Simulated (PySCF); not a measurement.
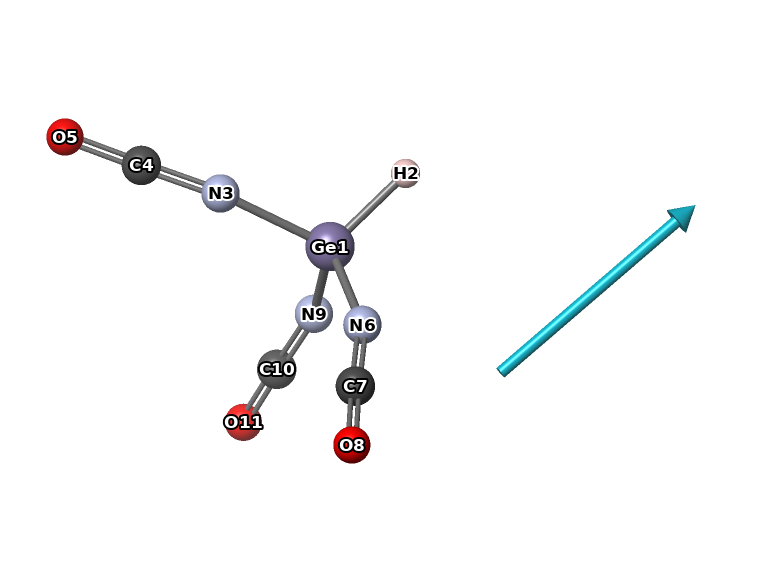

The arrow beside the molecule shows the direction of the dipole moment, from the negative to the positive end (its length means nothing). The computed structure is the end point of a PBE0-D3(BJ)/def2-SVP optimisation. No frequency run is at hand to confirm it as a minimum. Level of theory: PBE0/def2-SVPD, gas phase (PySCF 2.14.0).

How large is the dipole moment?

2.99 D; it points from the side of O11 to the side of H2 (the outermost atoms at the two ends).
